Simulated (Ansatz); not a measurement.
# KSrCeSbO6 (F-43m): the equilibrium volume

At what volume is KSrCeSbO6 (F-43m) free of pressure?

Computed with Ansatz 0.2.0 (DFT PBE+U (U_eff = 7 eV on Ce 4f), scalar-relativistic, plane waves, PAW, unless a step's input says otherwise).

3 further runs of the same task are left out: 1 that didn't finish, 2 set aside as unsound or not needed.

## 1. Starting point

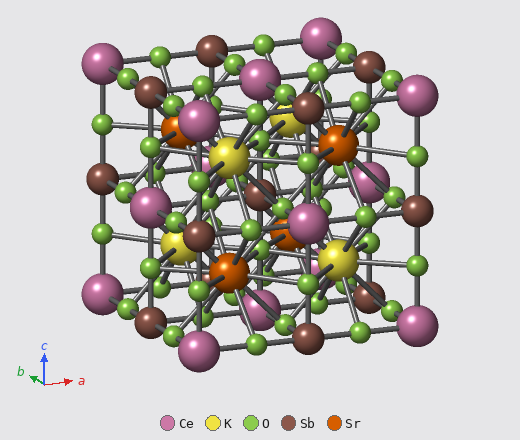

The starting structure, seen slightly off an axis (cerium pink, potassium yellow, oxygen green, antimony brown, strontium orange). Atoms on the faces are drawn again on the opposite ones. The cell drawn here is the conventional one.

Coordinates:

```
Ce K O Sb Sr
1.0
     0.00000    4.24622    4.24622
     4.24622    0.00000    4.24622
     4.24622    4.24622    0.00000
Ce K O Sb Sr
1 1 6 1 1
Direct
  0.00000 0.00000 0.00000
  0.25000 0.25000 0.25000
  0.73741 0.26259 0.26259
  0.26259 0.73741 0.73741
  0.26259 0.73741 0.26259
  0.73741 0.26259 0.73741
  0.26259 0.26259 0.73741
  0.73741 0.73741 0.26259
  0.50000 0.50000 0.50000
  0.75000 0.75000 0.75000
```

## 2. The first run (PBE+U, 4×4×4 mesh)

input.yaml

```yaml
crystal:
  lattice:
    - [0.0, 4.24622469, 4.24622469]
    - [4.24622469, 0.0, 4.24622469]
    - [4.24622469, 4.24622469, 0.0]
  atoms:
    - { symbol: Ce, position: [0.0, 0.0, 0.0] }
    - { symbol: K, position: [0.25, 0.25, 0.25] }
    - { symbol: O, position: [0.73740685, 0.26259315, 0.26259315] }
    - { symbol: O, position: [0.26259315, 0.73740685, 0.73740685] }
    - { symbol: O, position: [0.26259315, 0.73740685, 0.26259315] }
    - { symbol: O, position: [0.73740685, 0.26259315, 0.73740685] }
    - { symbol: O, position: [0.26259315, 0.26259315, 0.73740685] }
    - { symbol: O, position: [0.73740685, 0.73740685, 0.26259315] }
    - { symbol: Sb, position: [0.5, 0.5, 0.5] }
    - { symbol: Sr, position: [0.75, 0.75, 0.75] }
basis:
  ecutwfc: 420
kpoints:
  mp_grid: { grid: [4, 4, 4] }
hamiltonian:
  xc: pbe
  hubbard: { sites: [{ species: Ce, l: f, u_eff: 7.0 }] }
scf:
  occupations: { method: gaussian, width: 0.1 }
output:
  forces: true
  stress: true
  eigenvalues: true
```

Run with:

```sh
ansatz run input.yaml --threads 8 --pin off --max-ram 14336MiB --backend cpu --events-out ev --progress --plain --runs-dir out
```

Log, cut to the lines that bear on the results:

```text
Warning: RAYON_NUM_THREADS=8 ignored (pool sized by the plan → 8); use --threads N
Ce: projections on atomic orbitals take those of the free atom [Kr 4d10] 4f1 5s2 5p6 5d1 6s2, of charge +0.00 (hamiltonian.pseudopotentials.projection_atoms); the dataset's partial waves leave at most 1.4e-5 of an orbital's norm unspanned inside its sphere
K: projections on atomic orbitals take those of the free atom [Ne] 3s2 3p6 4s1, of charge +0.00 (hamiltonian.pseudopotentials.projection_atoms); the dataset's partial waves leave at most 2.3e-7 of an orbital's norm unspanned inside its sphere
[...]
Fermi energy:    9.130924 eV
[...]
--- Forces (eV/Å), atoms counted from 1 ---
  atom   1  Ce     0.00000000    -0.00000000    -0.00000000
  atom   2  K      0.00000000    -0.00000000     0.00000000
  atom   3  O      0.06846658    -0.00000000    -0.00000000
  atom   4  O     -0.06846658     0.00000000    -0.00000000
  atom   5  O      0.00000000     0.06846658    -0.00000000
  atom   6  O     -0.00000000    -0.06846658     0.00000000
  atom   7  O      0.00000000    -0.00000000     0.06846658
  atom   8  O     -0.00000000     0.00000000    -0.06846658
[...]
--- Stress (GPa, compression-positive) ---
       -1.060451      -0.000000      -0.000000
       -0.000000      -1.060451       0.000000
       -0.000000       0.000000      -1.060451
  P = ⅓ Tr σ = -1.0605 GPa (-10.605 kbar)
--- Band table (eV; the first three rows and the last of 8) ---
[...]
Occupation matrices written to <dir>
```

Run time: 2.1 s. Hardware: 8 threads of Arm Neoverse V2, shared host; peak memory 0.78 GiB.

Read off: volume 15.312 Å³/atom, pressure -1.06 GPa, mesh gap 2.40 eV.

[end of part 1 of 2]
